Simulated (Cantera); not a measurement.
Feed: 1 mol CH₂F₂, at 0.0133 bar.

Equilibrium computed with Cantera from the NASA thermochemical tables; the gas is ideal and each condensed phase is pure. Candidate condensed phases: C, C₆H₆, C₇H₈, C₈H₁₈; 95 gas species. Rates play no part.

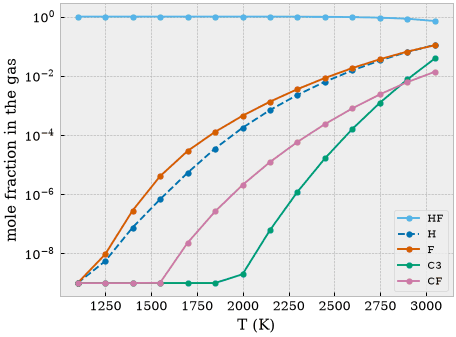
Figure: Equilibrium gas composition (values under 1e-9 drawn at 1e-9)

From 1098 K to 3048 K the condensed part is C(graphite). The main C-bearing gas is CF₄ at 1098 K and C₃ at 3048 K.
